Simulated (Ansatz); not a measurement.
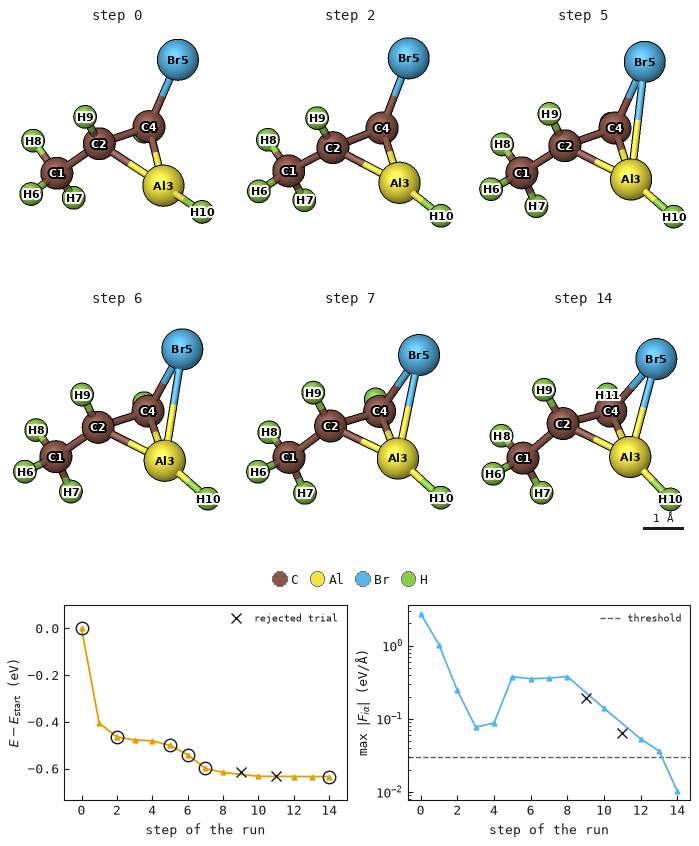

Frames of a relaxation of C$_{3}$H$_{6}$AlBr (coarse preliminary run), marked on the history of the run. Style: ball-and-stick. Shown at a tilt.

The start comes from a force field.

The calculation used RKS PBE-D4/def2-SVP in Ansatz 0.2.0. Settings: force threshold 0.03 eV/Å; at most 200 steps.

Question: Describe the path.

Answer: The atom that moves furthest after the best rigid fit is Br5 (0.63 Å). By element the largest moves are Br 0.63 Å, H 0.51 Å, Al 0.36 Å, C 0.18 Å. Some distances before and after: Al3–Br5 3.250 → 2.589 Å, C4–Br5 1.943 → 2.074 Å, Al3–H10 1.634 → 1.584 Å, C1–H7 1.069 → 1.113 Å. Bond angles that change, for instance: Al3–C4–H11 120.8° → 161.2°, Al3–C4–Br5 115.6° → 80.6°, C2–Al3–H10 146.1° → 160.2°. After 12 accepted moves (14 points after the start) the energy has fallen by 0.634 eV. Largest force component: 2.7 eV/Å at the start, 0.01 eV/Å at the end. The line search rejected the trial steps at points 9, 11 of the run. From step 0 to 2: Al3 moves most (0.22 Å), energy −0.464 eV. From step 2 to 5: Br5 moves most (0.25 Å), energy −0.036 eV. From step 5 to 6: Br5 moves most (0.19 Å), energy −0.040 eV. From step 6 to 7: Br5 moves most (0.19 Å), energy −0.059 eV. From step 7 to 14: Br5 moves most (0.15 Å), energy −0.035 eV.

```tsv
step	E − E(0), eV	largest force component, eV/Å	note
0	0.0000	2.7273	
1	-0.4052	1.0273	
2	-0.4642	0.2439	
3	-0.4773	0.0767	
4	-0.4810	0.0872	
5	-0.5004	0.3735	
6	-0.5399	0.3520	
7	-0.5991	0.3586	
8	-0.6163	0.3771	
9	-0.6157	0.1937	rejected
10	-0.6325	0.1387	
11	-0.6313	0.0641	rejected
12	-0.6335	0.0530	
13	-0.6339	0.0361	
14	-0.6340	0.0101
```
